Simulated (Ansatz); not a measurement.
**Two runs on C₈H₈O**

System: C₈H₈O.
Method of the first run: RKS PBE-D4/def2-SVP (Ansatz 0.2.0).

Text and figures count atoms from 1; the logs count them from 0 in places.

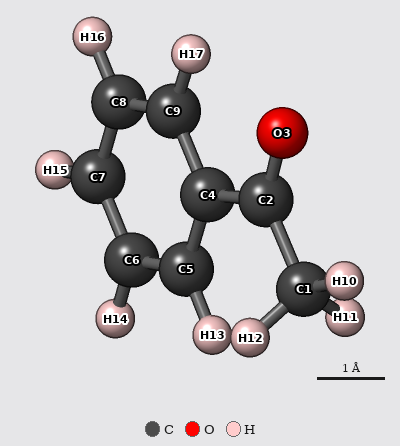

**Figure 1.** The starting structure (ball-and-stick view, seen at a tilt; atoms are numbered from 1 in the order of the input).

### Input, the first run
```yaml
crystal:
  periodic: [false, false, false]
  atoms:
    - { symbol: C, position_ang: [2.68173925, -0.67251728, 0.29656947] }
    - { symbol: C, position_ang: [1.66455452, 0.39524529, -0.0705407] }
    - { symbol: O, position_ang: [2.02215988, 1.51709452, -0.4127449] }
    - { symbol: C, position_ang: [0.20309982, 0.04324589, -0.00732838] }
    - { symbol: C, position_ang: [-0.26773664, -1.22946402, 0.37975019] }
    - { symbol: C, position_ang: [-1.64417183, -1.4940307, 0.41871136] }
    - { symbol: C, position_ang: [-2.5637539, -0.4917392, 0.07083308] }
    - { symbol: C, position_ang: [-2.10361675, 0.77926189, -0.31638052] }
    - { symbol: C, position_ang: [-0.73063859, 1.04286579, -0.35462305] }
    - { symbol: H, position_ang: [3.69615769, -0.2470927, 0.19800329] }
    - { symbol: H, position_ang: [2.58657372, -1.55691142, -0.3665045] }
    - { symbol: H, position_ang: [2.52949856, -1.02783558, 1.33630549] }
    - { symbol: H, position_ang: [0.43979204, -2.02511916, 0.6550949] }
    - { symbol: H, position_ang: [-2.00247843, -2.48921516, 0.72284752] }
    - { symbol: H, position_ang: [-3.64377199, -0.70207962, 0.10328378] }
    - { symbol: H, position_ang: [-2.82280197, 1.56686259, -0.58827324] }
    - { symbol: H, position_ang: [-0.3390854, 2.0268989, -0.65292379] }
basis:
  gaussian: { orbitals: def2-SVP }
hamiltonian:
  xc: pbe
  dispersion: d4
relax:
  f_tol: 0.004
  max_steps: 150
```

Launched with:
```bash
ansatz run input.yaml --threads 4 --pin off --max-ram 10240MiB --backend cpu --events-out ev --progress --plain --runs-dir out
```

Hardware: 4 threads of Arm Neoverse V2, 24 GiB of memory available, shared host.

### Output, shortened to warnings, some set-up lines, iterations and results (the first run)
```
[...]
mean field evaluation 1: about -10439.0365 eV, gradient 7.3e1 eV
mean field evaluation 2: about -10425.4914 eV, gradient 1.1e2 eV
mean field evaluation 4: about -10452.8091 eV, gradient 9.6e0 eV
mean field evaluation 8: about -10452.9995 eV, gradient 1.3e-1 eV
mean field evaluation 16: about -10452.8828 eV, gradient 2.2e-3 eV
relax step   1: F+E_penalty+E_count = -10453.35259891 eV  Δ(F+E_penalty+E_count) = +0.000e0 eV  max|allowed force component| = 2.208e-2 eV/Å  Δτ_max = 0.0000 Å  (33 SCF …
relax step   2: F+E_penalty+E_count = -10453.35264596 eV  Δ(F+E_penalty+E_count) = -4.706e-5 eV  max|allowed force component| = 2.034e-2 eV/Å  Δτ_max = 0.0021 Å  (35 SCF …
mean field evaluation 32: about -10452.8824 eV, gradient 4.4e-1 eV
relax step   3: F+E_penalty+E_count = -10453.35267588 eV  Δ(F+E_penalty+E_count) = -2.991e-5 eV  max|allowed force component| = 6.260e-3 eV/Å  Δτ_max = 0.0012 Å  (35 SCF …
relax step   4: F+E_penalty+E_count = -10453.35268264 eV  Δ(F+E_penalty+E_count) = -6.757e-6 eV  max|allowed force component| = 1.592e-3 eV/Å  Δτ_max = 0.0009 Å  (35 SCF …
mean field evaluation 64: about -10452.8828 eV, gradient 2.2e-2 eV
mean field -10452.88284630 eV, -384.1363593832 hartree, gradient 1.3e-5 eV, S^2 0.000000; 1 other end points of the search recorded, 0 dependent functions left out
the calculation of the forces begins
reference -10452.88288297 eV, -384.1363607306 hartree; 32, 32 occupied and 134, 134 virtual orbitals, 1871 factors
Total energy: -10453.35271930 eV, -384.1536268973 hartree
Atom 0 at     2.681264    -0.672017     0.296764 Å, force     0.000131    -0.001575     0.000711 eV/Å
Atom 1 at     1.664334     0.394757    -0.071735 Å, force    -0.000746    -0.000753    -0.000586 eV/Å
Atom 2 at     2.022397     1.516456    -0.413952 Å, force    -0.000465     0.000810     0.000050 eV/Å
Atom 3 at     0.202128     0.043257    -0.007901 Å, force     0.001285    -0.000346     0.000259 eV/Å
Atom 4 at    -0.267865    -1.229642     0.379261 Å, force     0.000084    -0.000406    -0.000077 eV/Å
Atom 5 at    -1.644358    -1.494761     0.418563 Å, force     0.000144    -0.000019    -0.000447 eV/Å
Atom 6 at    -2.563417    -0.491702     0.071649 Å, force    -0.000097    -0.000866     0.000562 eV/Å
Atom 7 at    -2.103772     0.779688    -0.315396 Å, force     0.000745     0.001592    -0.000527 eV/Å
Atom 8 at    -0.731024     1.043919    -0.354440 Å, force    -0.001352     0.000093     0.000152 eV/Å
Atom 9 at     3.695720    -0.246813     0.197390 Å, force    -0.000140    -0.000153    -0.000145 eV/Å
Atom 10 at     2.586290    -1.558638    -0.363642 Å, force    -0.000032     0.000686     0.000201 eV/Å
Atom 11 at     2.529511    -1.026175     1.337300 Å, force     0.000213     0.000950    -0.000269 eV/Å
Atom 12 at     0.441572    -2.024180     0.653344 Å, force    -0.000406     0.000388    -0.000107 eV/Å
Atom 13 at    -2.002988    -2.490244     0.721659 Å, force    -0.000017     0.000565    -0.000129 eV/Å
Atom 14 at    -3.643709    -0.701550     0.102996 Å, force     0.000433     0.000419    -0.000111 eV/Å
Atom 15 at    -2.824331     1.566221    -0.587411 Å, force    -0.000199    -0.000884     0.000273 eV/Å
Atom 16 at    -0.336231     2.026893    -0.652369 Å, force     0.000418    -0.000501     0.000188 eV/Å
Dipole moment:    -0.288898    -0.492396     0.145732 e Å
```

The input of the second run differs as follows (lines with − go, lines with + come):
```diff
-  xc: pbe
-  dispersion: d4
+  xc: lda
```

How does the second run compare with the first run?

The total energies belong to different models, so their difference says nothing on which is more stable or more accurate. The functional changes from PBE to LDA.

### Output, shortened to warnings, some set-up lines, iterations and results (the second run)
```
[...]
mean field evaluation 1: about -10358.2899 eV, gradient 7.7e1 eV
mean field evaluation 2: about -10343.5569 eV, gradient 1.1e2 eV
mean field evaluation 4: about -10373.3146 eV, gradient 1.2e1 eV
mean field evaluation 8: about -10373.5890 eV, gradient 1.4e-1 eV
mean field evaluation 16: about -10373.4779 eV, gradient 2.0e-3 eV
relax step   1: F+E_penalty+E_count = -10373.47789270 eV  Δ(F+E_penalty+E_count) = +0.000e0 eV  max|allowed force component| = 6.971e-1 eV/Å  Δτ_max = 0.0000 Å  (33 SCF …
relax step   2: F+E_penalty+E_count = -10373.50997871 eV  Δ(F+E_penalty+E_count) = -3.209e-2 eV  max|allowed force component| = 1.910e-1 eV/Å  Δτ_max = 0.0360 Å  (34 SCF …
mean field evaluation 32: about -10373.5123 eV, gradient 4.2e-1 eV
relax step   3: F+E_penalty+E_count = -10373.51264585 eV  Δ(F+E_penalty+E_count) = -2.667e-3 eV  max|allowed force component| = 9.195e-2 eV/Å  Δτ_max = 0.0118 Å  (34 SCF …
relax step   4: F+E_penalty+E_count = -10373.51269188 eV  Δ(F+E_penalty+E_count) = -4.603e-5 eV  max|allowed force component| = 8.412e-2 eV/Å  Δτ_max = 0.0080 Å  (34 SCF …
relax step   5: F+E_penalty+E_count = -10373.51289365 eV  Δ(F+E_penalty+E_count) = -2.018e-4 eV  max|allowed force component| = 1.441e-2 eV/Å  Δτ_max = 0.0042 Å  (34 SCF …
relax step   6: F+E_penalty+E_count = -10373.51290905 eV  Δ(F+E_penalty+E_count) = -1.540e-5 eV  max|allowed force component| = 6.893e-3 eV/Å  Δτ_max = 0.0012 Å  (35 SCF …
mean field evaluation 64: about -10373.5129 eV, gradient 1.1e-5 eV
relax step   7: F+E_penalty+E_count = -10373.51291275 eV  Δ(F+E_penalty+E_count) = -3.697e-6 eV  max|allowed force component| = 2.510e-3 eV/Å  Δτ_max = 0.0010 Å  (35 SCF …
1871 factors; their error is unknown
mean field -10373.51291275 eV, -381.2195681240 hartree, gradient 1.1e-5 eV, S^2 0.000000; 1 other end points of the search recorded, 0 dependent functions left out
the calculation of the forces begins
reference -10373.51294659 eV, -381.2195693674 hartree; 32, 32 occupied and 134, 134 virtual orbitals, 1871 factors
Total energy: -10373.51294659 eV, -381.2195693674 hartree
Atom 0 at     2.647067    -0.663846     0.293317 Å, force     0.000909    -0.001744     0.000920 eV/Å
Atom 1 at     1.646155     0.390450    -0.071191 Å, force    -0.000186     0.002510    -0.002008 eV/Å
Atom 2 at     1.995437     1.506800    -0.412362 Å, force    -0.000337    -0.001445     0.000923 eV/Å
Atom 3 at     0.201753     0.038950    -0.006697 Å, force    -0.001195    -0.000805     0.000378 eV/Å
Atom 4 at    -0.259504    -1.225093     0.377769 Å, force     0.000788     0.000300    -0.000190 eV/Å
Atom 5 at    -1.626293    -1.488218     0.416790 Å, force    -0.000102     0.000471    -0.000310 eV/Å
Atom 6 at    -2.537626    -0.490366     0.072072 Å, force     0.000542    -0.000306     0.000258 eV/Å
Atom 7 at    -2.082954     0.773148    -0.312459 Å, force     0.000718     0.000037     0.000023 eV/Å
Atom 8 at    -0.719671     1.034388    -0.350962 Å, force    -0.001052     0.000256     0.000034 eV/Å
Atom 9 at     3.664777    -0.240415     0.194055 Å, force     0.000001     0.000221    -0.000169 eV/Å
Atom 10 at     2.546242    -1.553514    -0.366330 Å, force    -0.000265     0.000339     0.000036 eV/Å
Atom 11 at     2.489765    -1.019492     1.335200 Å, force     0.000049     0.000442     0.000041 eV/Å
Atom 12 at     0.460162    -2.016425     0.650998 Å, force    -0.000103    -0.000027     0.000019 eV/Å
Atom 13 at    -1.987756    -2.485645     0.720272 Å, force    -0.000194     0.000015    -0.000022 eV/Å
Atom 14 at    -3.620723    -0.700785     0.103592 Å, force    -0.000025     0.000043    -0.000032 eV/Å
Atom 15 at    -2.806503     1.560831    -0.584700 Å, force    -0.000288    -0.000182     0.000033 eV/Å
Atom 16 at    -0.304810     2.014702    -0.647284 Å, force     0.000739    -0.000126     0.000064 eV/Å
Dipole moment:    -0.281647    -0.508090     0.151107 e Å
```

### The two runs side by side

```csv
quantity,the first run,the second run
outcome,converged,converged
total energy (hartree),−384.153627,−381.219569
largest force (eV/Å),0.002,0.003
basis functions,166,166
wall time (shared host),11 s,11 s
```
